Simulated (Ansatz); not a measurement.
CH2O− (SMILES [CH2][O-]): where methods fail along a bond

The species is CH2O− (4 atoms), meant as a doublet with charge -1. SMILES: `[CH2][O-]`. The coordinates come from a GFN2-xTB relaxation.

| atom | x (Å) | y (Å) | z (Å) |
| --- | --- | --- | --- |
| C | 0.0361 | -0.0325 | -0.1805 |
| O | 1.0074 | 0.6949 | 0.3147 |
| H | -0.9792 | 0.4361 | -0.2968 |
| H | -0.0642 | -1.0984 | 0.1627 |

The C1–H4 distance is scanned; the parts on either side stay rigid. Basis STO-3G, 2 core orbitals frozen in the correlated methods; program Ansatz 0.2.0. FCI is exact within this basis and core. Energies in eV from each method's value at 1.124 Å; open shells run as named. The set has no diffuse functions, which an anion needs. The shape above is that at 1.124 Å.

| distance (Å) | UHF | UPBE | UBLYP | U-wB97X | UBCCD(T) | UCCSDT(Q) | FCI |
| --- | --- | --- | --- | --- | --- | --- | --- |
| 1.124 | 0.00 | 0.00 | 0.00 | 0.00 | 0.00 | 0.00 | 0.00 |
| 1.405 | 1.03 | 0.40 | 0.34 | 0.66 | 0.53 | 0.52 | 0.52 |
| 1.687 | 2.53 | 1.15 | 1.02 | 1.75 | 1.45 | 1.42 | 1.42 |
| 2.249 | 3.62 | 2.29 | 2.05 | 3.11 | 2.73 | 2.67 | 2.68 |
| 2.811 | 4.04 | 2.77 | 2.49 | 3.76 | 3.27 | 3.24 | 3.25 |

Departure from the FCI curve at its largest: UHF +1.11 eV at 1.69 Å; UPBE -0.47 eV at 2.81 Å; UBLYP -0.75 eV at 2.81 Å; U-wB97X +0.51 eV at 2.81 Å; UBCCD(T) +0.05 eV at 2.25 Å; UCCSDT(Q) -0.01 eV at 2.25 Å. For the functionals part of the departure is owed to the small basis.

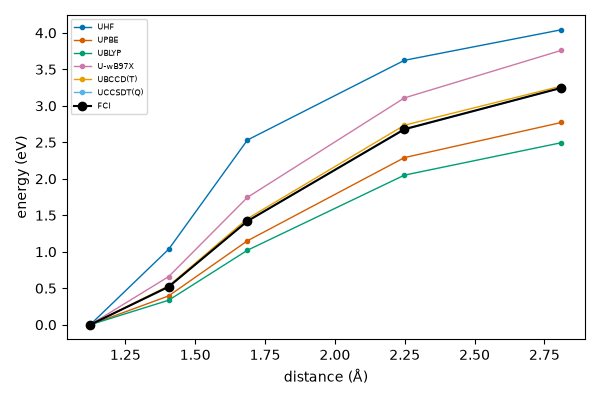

The curves of the table.
